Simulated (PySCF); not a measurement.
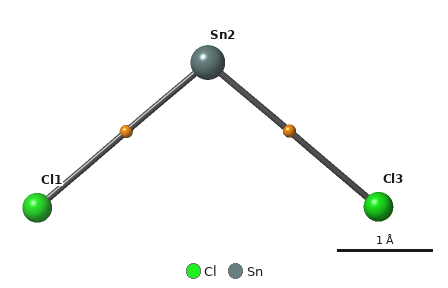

Cl$_{2}$Sn, SMILES `Cl[Sn]Cl`. Molecular graph of the electron density (QTAIM): bond paths, bond critical points (orange), ring points (yellow, if any); weak paths are dashed.

PySCF calculation, B3LYP/def2-SVP, gas phase; geometry: GFN2-xTB. Core potentials replace the inner electrons of Sn; spin–orbit coupling isn't included. No frequency check shows the geometry to be a minimum. GFN2-xTB bond lengths at metals and heavier atoms can be off by up to 0.1 Å and shapes distorted, which carries into these values.

The calculation's input:

```python
import numpy as np
from pyscf import gto, scf, dft
from pyscf.scf import atom_ks, atom_hf
from scipy.linalg import block_diag

def solve(mol, dm0=None, hcore=None):
    mf = (dft.UKS if mol.spin else dft.RKS)(mol, xc='b3lyp')
    mf.grids.level = 3
    mf = mf.density_fit(auxbasis='def2-universal-jkfit')
    mf.conv_tol, mf.max_cycle = 1e-8, 80
    if hcore is not None:
        mf.get_hcore = lambda *args: hcore
    mf.kernel(dm0)
    if not mf.converged:
        mf = mf.newton().run(mf.mo_coeff, mf.mo_occ, max_cycle=30)
    assert mf.converged, 'SCF not converged'
    return mf

mol = gto.M(atom='''
Cl     1.81450     0.91463     0.00000
Sn     0.00003    -0.62192     0.00000
Cl    -1.81460     0.91454     0.00000
''', basis='def2-svp', ecp={'Sn': 'def2-svp'}, charge=0, spin=0, verbose=4)
mf = solve(mol)
mf.analyze()
# spherically averaged free atoms, for the promolecule
atom_ks.AtomSphAverageRKS.init_guess_by_vsap = lambda self, mol=None: self.init_guess_by_minao(mol)  # core potentials
atm = atom_ks.get_atm_nrks(mol, xc='b3lyp')
pro = block_diag(*[(atm[a[0]][2] * atm[a[0]][3]) @ atm[a[0]][2].T for a in mol._atom])
np.savez('result.npz', e=mf.e_tot, c=mf.mo_coeff, occ=mf.mo_occ, eps=mf.mo_energy, pro=pro, dip=mf.dip_moment(verbose=0), s2=mf.spin_square()[0])
```

Command:

```sh
OMP_NUM_THREADS=1 python input.py
```

The run took 3.2 s on 1 thread of Intel(R) Xeon(R) 6975P-C (Granite Rapids), with other jobs on the host, peak memory 0.28 GiB.

Partitions, critical points and surface values were worked out afterwards from this run's density.

Q: How many critical points of each kind are there, and does the count close?

A: 3 nuclei, 2 bond, 0 ring and 0 cage critical points: 3 − 2 + 0 − 0 = 1, as the Poincaré–Hopf relation requires.

Q: Give the properties at the bond critical points.

A:
```json
{"bond": "Cl1–Sn2 (2 alike)", "length (Å)": "2.378", "ρ (a.u.)": "0.073", "∇²ρ (a.u.)": "+0.20", "ε": "0.02", "H (a.u.)": "−0.015"}
```

Q: What kind of interaction is Cl1–Sn2?

A: Polar or intermediate (positive Laplacian, negative energy density H): ρ = 0.073, ∇²ρ = +0.20, H = −0.015 a.u.
